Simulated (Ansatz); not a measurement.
Reaction (SMILES): [SiH2]=C (CH2-SiH2) + 2 [H][H] (H2) → C (CH4) + [SiH4] (SiH4)
B3LYP-D3(BJ)/def2-TZVP geometries, fixed; electronic energies without zero-point terms.
Largest species:
```xyz
6

C     -1.1498    -0.0548    -0.0450
Si     0.5479     0.0261     0.0215
H     -1.7685     0.8316    -0.0996
H     -1.6839    -0.9961    -0.0356
H      1.3979    -1.1745     0.0958
H      1.2833     1.3023     0.0091
```

Basis-set convergence of the energy of full hydrogenation at MP2 with Ansatz (a program for electronic structure). Cartesian d functions, on some or all atoms, in 6-31G*, 6-31+G*, 6-31G**; all else is spherical. Cores are frozen. A restricted Hartree-Fock determinant is unstable towards unrestricted orbitals. No added dispersion term, no relativity. Functions are those of the species that has most. Reference: Hartree-Fock in aug-cc-pV(Q+d)Z plus the correlation part extrapolated as X^-3 from aug-cc-pV(T+d)Z and aug-cc-pV(Q+d)Z, -63.87 kcal/mol, itself unsure by roughly 0.07 kcal/mol (a third of the extrapolation step and of the last Hartree-Fock step). Deviations are taken from unrounded values.

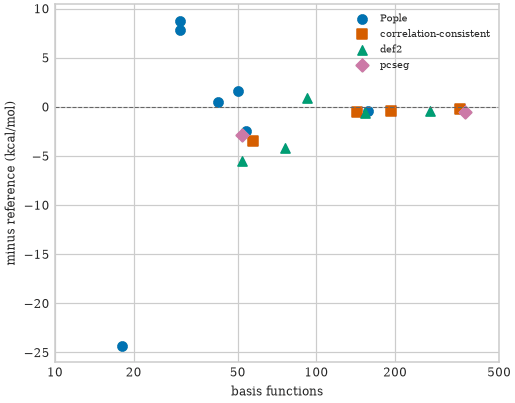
Figure. Deviation from the reference against the number of basis functions, by family of sets.

| basis | functions | energy of full hydrogenation (kcal/mol) | minus reference (kcal/mol) |
|---|---|---|---|
| STO-3G | 18 | -88.17 | -24.30 |
| 3-21G | 30 | -56.04 | 7.83 |
| 6-31G | 30 | -55.09 | 8.79 |
| 6-31G* | 42 | -63.38 | 0.50 |
| 6-31+G* | 50 | -62.28 | 1.59 |
| def2-SVP | 52 | -69.40 | -5.53 |
| pcseg-1 | 52 | -66.75 | -2.88 |
| 6-31G** | 54 | -66.32 | -2.45 |
| cc-pV(D+d)Z | 57 | -67.37 | -3.49 |
| def2-SVPD | 76 | -68.07 | -4.19 |
| def2-TZVP | 92 | -63.02 | 0.86 |
| jun-cc-pV(T+d)Z | 143 | -64.39 | -0.51 |
| def2-TZVPPD | 153 | -64.50 | -0.63 |
| 6-311++G(3df,3pd) | 158 | -64.29 | -0.41 |
| aug-cc-pV(T+d)Z | 193 | -64.29 | -0.41 |
| def2-QZVPPD | 271 | -64.26 | -0.39 |
| aug-cc-pV(Q+d)Z | 353 | -64.06 | -0.18 |
| aug-pcseg-3 | 370 | -64.36 | -0.49 |
